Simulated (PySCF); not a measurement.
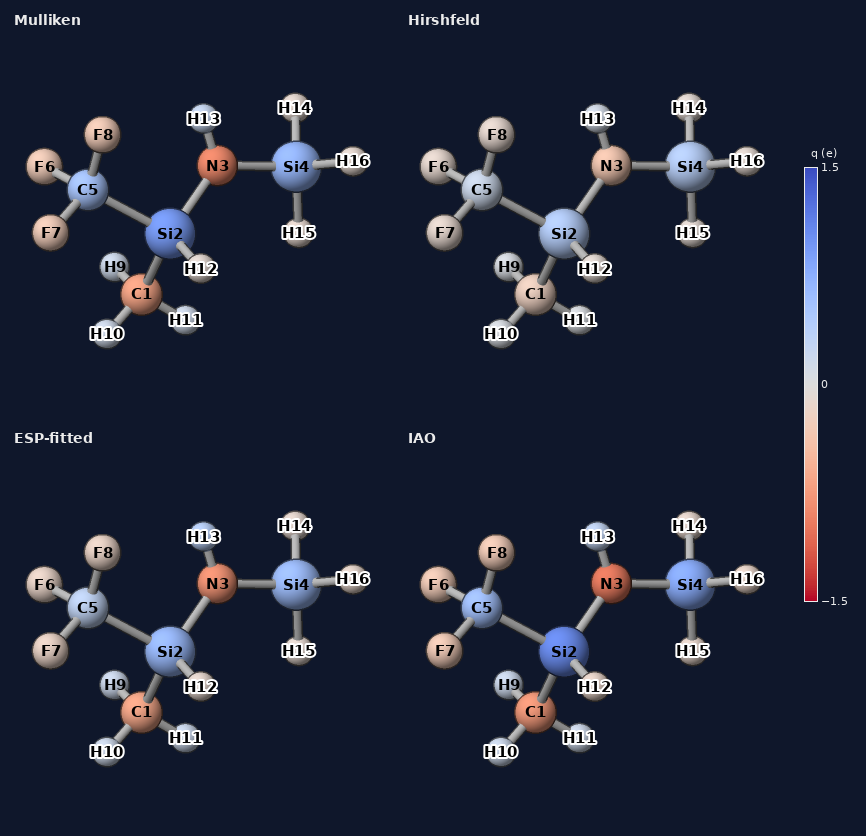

Atomic charges of one calculation by 4 schemes, on one colour scale. The computed structure is the end point of a GFN2-xTB optimisation. No frequency run is at hand to confirm it as a minimum. Method: PBE0/pcSseg-1 (PySCF 2.14.0).

### On which atom do the schemes disagree most?

On Si2 (from 0.39 to 1.02 e).

List the charges (e), one line for each set of equivalent atoms.

```csv
atom,Mulliken,Hirshfeld,ESP-fitted,IAO
C1,−0.65,−0.21,−0.63,−0.74
Si2,0.90,0.39,0.62,1.02
N3,−0.85,−0.33,−0.77,−0.94
Si4,0.64,0.37,0.57,0.76
C5,0.51,0.17,0.28,0.54
F6,−0.28,−0.11,−0.15,−0.29
F7,−0.28,−0.11,−0.16,−0.29
F8,−0.29,−0.11,−0.17,−0.29
H9,0.16,0.05,0.16,0.17
H10,0.15,0.05,0.16,0.17
H11,0.15,0.05,0.19,0.16
H12,−0.09,−0.08,−0.11,−0.15
H13,0.23,0.12,0.35,0.28
H14,−0.09,−0.07,−0.11,−0.13
H15,−0.12,−0.07,−0.10,−0.13
H16,−0.09,−0.08,−0.12,−0.15
```

The geometry is semi-empirical. Around Si such bond lengths and angles can be off by a tenth of an ångström or more and by several degrees, and values that hang on the shape move with them.
